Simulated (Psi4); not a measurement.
**Si2H4F2 (SMILES F[SiH2][SiH2]F): revPBE/6-31G(d) (spherical functions)**

What is the vertical singlet–triplet gap of Si2H4F2 at revPBE/6-31G* (spherical functions)? 

The results are computed with Psi4 1.11.

2 further runs of the same task are left out: 2 set aside as unsound or not needed.

### Step 1. The system as given

Si2H4F2: 8 atoms, total charge 0, spin state singlet. SMILES: `F[SiH2][SiH2]F`. The shape is that of a PBE0-D4/def2-TZVP optimisation. This is one conformer, not always the lowest.

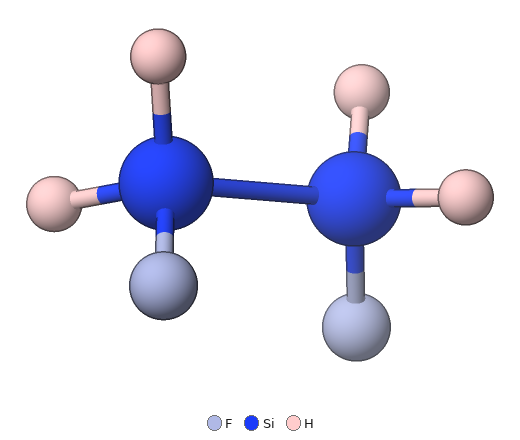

The structure, seen from a chosen angle (fluorine light blue, silicon blue, hydrogen pink).

### Step 2. A single-point energy at revPBE/6-31G(d) (spherical functions)

File job.json:

```json
{
  "schema_name": "qcschema_input",
  "schema_version": 1,
  "molecule": {
    "schema_name": "qcschema_molecule",
    "schema_version": 2,
    "symbols": ["F", "Si", "Si", "F", "H", "H", "H", "H"],
    "geometry": [-3.65624211, 2.27863176, -0.51872982, -0.67614401, 2.13180004, 0.0234326, 0.67765579, -2.09684011, 0.08333692, 0.53101304, -3.29190291, -2.70004069, 0.64269585, 3.61731375, -1.95964599, -0.18859467, 3.29511544, 2.53525657, 3.35388593, -2.19964121, 0.93617032, -0.90158833, -3.66965916, 1.78919269],
    "molecular_charge": 0,
    "molecular_multiplicity": 1,
    "fix_symmetry": "c1",
    "fix_com": true,
    "fix_orientation": true
  },
  "driver": "energy",
  "model": {
    "method": "revpbe",
    "basis": "6-31G*"
  },
  "keywords": {
    "puream": true,
    "e_convergence": 1e-09,
    "d_convergence": 1e-08,
    "scf_type": "pk",
    "dft_radial_points": 99,
    "dft_spherical_points": 590
  }
}
```

Run with:

```
psi4 --qcschema job.json -n 1 --memory 2200MB
```

stdout:

```text
[...]
  Running in c1 symmetry.
[...]
  Nuclear repulsion =  221.605032025805230
[...]
  Multiplicity = 1
[...]
  Nalpha       = 25
  Nbeta        = 25
[...]
    Number of basis functions: 72
[...]
   @RKS iter   1:  -780.82814186772225   -4.12318e-01   6.83245e-03 DIIS/ADIIS
[...]
   @RKS iter  11:  -780.92599055253424   -4.43379e-12   1.92487e-09 DIIS
[...]
    Orbital Energies [Eh]
    ---------------------
    Doubly Occupied:
       1A    -65.453814     2A    -65.453790     3A    -24.270232
       4A    -24.270213     5A     -5.089627     6A     -5.089612
       7A     -3.497321     8A     -3.497266     9A     -3.493723
      10A     -3.493574    11A     -3.493547    12A     -3.493240
      13A     -1.076961    14A     -1.076384    15A     -0.520846
      16A     -0.475826    17A     -0.398691    18A     -0.390953
      19A     -0.381330    20A     -0.378268    21A     -0.374206
      22A     -0.351769    23A     -0.302201    24A     -0.299593
      25A     -0.253313
[...]
  @RKS Final Energy:  -780.92599055253424
   => Energetics <=
    Nuclear Repulsion Energy =            221.6050320258052295
    One-Electron Energy =               -1525.4238419330640681
    Two-Electron Energy =                 587.0670264562515968
    DFT Exchange-Correlation Energy =     -64.1742071015270454
    Empirical Dispersion Energy =           0.0000000000000000
    VV10 Nonlocal Energy =                  0.0000000000000000
    Total Energy =                       -780.9259905525342447
[...]
 Multipole Moments:
 ------------------------------------------------------------------------------------
     Multipole            Electronic (a.u.)      Nuclear  (a.u.)        Total (a.u.)
 ------------------------------------------------------------------------------------
 L = 1.  Multiply by 2.5417464519 to convert [e a0] to [Debye]
 Dipole X            :         25.6196245          -25.1994979            0.4201266
 Dipole Y            :          7.7277779           -7.5868725            0.1409054
 Dipole Z            :         24.6201971          -24.1731877            0.4470094
 Magnitude           :                                                    0.6294268
[...]
```

The result, in JSON:

```text
{
 "driver": "energy",
 "model": {
  "method": "revpbe",
  "basis": "6-31G*"
 },
 "success": true,
 "return_result": -780.9259905525342,
 "properties": {
  "calcinfo_nbasis": 72,
  "calcinfo_nmo": 72,
  "calcinfo_nalpha": 25,
  "calcinfo_nbeta": 25,
  "calcinfo_natom": 8,
  "nuclear_repulsion_energy": 221.60503202580523,
  "return_energy": -780.9259905525342,
  "scf_one_electron_energy": -1525.423841933064,
  "scf_two_electron_energy": 587.0670264562516,
  "scf_xc_energy": -64.17420710152705,
  "scf_dipole_moment": [0.420126595629835, 0.14090541472386597, 0.4470094069225574],
  "scf_total_energy": -780.9259905525342,
  "scf_iterations": 11
 }
}
```

Run time: 20 s. Hardware: 1 thread of Intel Xeon Platinum 8259CL at 2.50GHz (Skylake/Cascade Lake), shared host; peak memory 0.99 GiB.

### Step 3. The triplet: energy and gradient at U-revPBE/6-31G(d) (spherical functions)

File f2h4si2.dat:

```
memory 2.2 GB

molecule mol {
  0 3
  F
  Si 1 1.604767
  Si 2 2.349795 1 110.37254
  F 3 1.604801 2 110.37389 1 69.08474
  H 2 1.485348 1 108.04679 3 122.43957
  H 2 1.48738 5 109.31878 1 -117.38206
  H 3 1.487365 4 108.06599 2 -119.37581
  H 3 1.485256 7 109.31945 4 117.36461
  symmetry c1
}

set {
  basis                6-31G*
  reference            uks
  puream               true
  e_convergence        1e-09
  d_convergence        1e-08
  scf_type             pk
  dft_radial_points    99
  dft_spherical_points 590
  maxiter              100
}

energy_value, wavefunction = gradient("revpbe", return_wfn=True)
oeprop(wavefunction, "MULLIKEN_CHARGES", "LOWDIN_CHARGES", "DIPOLE")
print_variables()
```

Run with:

```
psi4 f2h4si2.dat f2h4si2.out -n 1
```

f2h4si2.out, cut to the lines that bear on the results:

```text
[...]
  Running in c1 symmetry.
[...]
  Nuclear repulsion =  221.605023149629432
[...]
  Multiplicity = 3
[...]
  Nalpha       = 26
  Nbeta        = 24
[...]
    Number of basis functions: 72
[...]
   @UKS iter   1:  -780.64960831683595   -2.33784e-01   6.31307e-03 DIIS/ADIIS
[...]
   @UKS iter  14:  -780.73506815629753   -1.06866e-11   5.90138e-09 DIIS
[...]
   @S^2 Observed:                2.001765491E+00
[...]
  @UKS Final Energy:  -780.73506815629753
   => Energetics <=
    Nuclear Repulsion Energy =            221.6050231496294316
    One-Electron Energy =               -1524.1795162341509240
    Two-Electron Energy =                 585.9181840321598429
    DFT Exchange-Correlation Energy =     -64.0787591039359370
    Empirical Dispersion Energy =           0.0000000000000000
    VV10 Nonlocal Energy =                  0.0000000000000000
    Total Energy =                       -780.7350681562975296
[...]
  -Total Gradient:
     Atom            X                  Y                   Z
    ------   -----------------  -----------------  -----------------
       1        0.006770122407     0.000165050016     0.031833651139
       2       -0.002978714141    -0.012031757844    -0.021306264799
       3        0.023589902574     0.001580964607    -0.006827813824
       4       -0.030329968980     0.011750822092     0.000272297186
       5       -0.007976389208     0.006389501940    -0.010959292167
       6        0.012524479182    -0.001369725829     0.009131622866
       7       -0.012020432558     0.001112316546    -0.009821572019
       8        0.010390188275    -0.007581586063     0.007719214253
[...]
 Multipole Moments:
 ------------------------------------------------------------------------------------
     Multipole            Electronic (a.u.)      Nuclear  (a.u.)        Total (a.u.)
[...]
  Mulliken Charges: (a.u.)
   Center  Symbol    Alpha    Beta     Spin     Total
       1     F     4.68550  4.58802  0.09748 -0.27351
       2    SI     7.23703  6.44512  0.79191  0.31785
       3    SI     7.23709  6.44512  0.79197  0.31778
       4     F     4.68551  4.58801  0.09750 -0.27352
       5     H     0.52275  0.49576  0.02699 -0.01851
       6     H     0.55469  0.47111  0.08358 -0.02580
       7     H     0.55469  0.47110  0.08359 -0.02580
       8     H     0.52273  0.49576  0.02697 -0.01849
   Total alpha = 26.00000, Total beta = 24.00000, Total charge = -0.00000
[...]
```

It took 38 s on 1 thread of Intel Xeon Platinum 8259CL at 2.50GHz (Skylake/Cascade Lake), shared host; peak memory 0.99 GiB.

### Step 4. Summary of results

At revPBE/6-31G* (spherical functions):

| quantity | value |
| --- | --- |
| singlet: total energy | -780.92599 Eh |
| singlet: dipole moment | 1.60 D |
| singlet: HOMO energy | -6.89 eV |
| singlet: LUMO energy | -1.31 eV |
| singlet: HOMO–LUMO gap | 5.58 eV |
| triplet: total energy | -780.73507 Eh |
| triplet: dipole moment | 1.77 D |
| triplet: HOMO energy (highest over α and β) | -2.21 eV |
| triplet: ⟨S²⟩ | 2.002 |
| triplet: largest force on an atom | 1.674 eV/Å |
| vertical energy of the triplet above the singlet | 5.195 eV |

In words: At this shape the triplet lies 5.20 eV (120 kcal/mol) above the singlet. Mulliken charges (triplet) run from -0.27 on F4 to +0.32 on Si2.
